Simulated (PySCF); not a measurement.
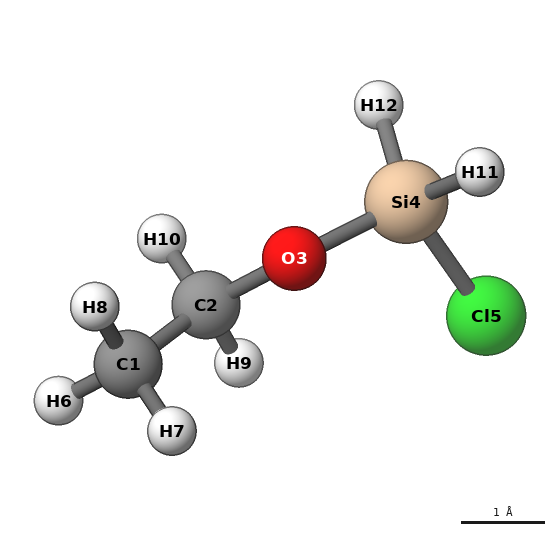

Numbered structure. The geometry was computed by an optimisation with PBE0-D3(BJ)/def2-SVP. No frequency run is at hand to confirm it as a minimum.

Question: Describe the coordination of atom 1.

Answer: C1 has 4 neighbours (C2 at 1.51, H6 at 1.10, H7 at 1.10, H8 at 1.10 Å); the arrangement is tetrahedral.

Question: How are the neighbours of atom 3 arranged?

Answer: O3 has 2 neighbours (C2 at 1.41, Si4 at 1.65 Å); the arrangement is bent.

Question: Describe the coordination of atom 4.

Answer: Si4 has 4 neighbours (O3 at 1.65, Cl5 at 2.07, H11 at 1.48, H12 at 1.49 Å); the arrangement is tetrahedral.

Question: How are the neighbours of atom 2 arranged?

Answer: C2 has 4 neighbours (C1 at 1.51, O3 at 1.41, H9 at 1.11, H10 at 1.11 Å); the arrangement is tetrahedral.

Question: What is the dihedral angle C2–O3–Si4–Cl5?

Answer: 58° in size, that is gauche.
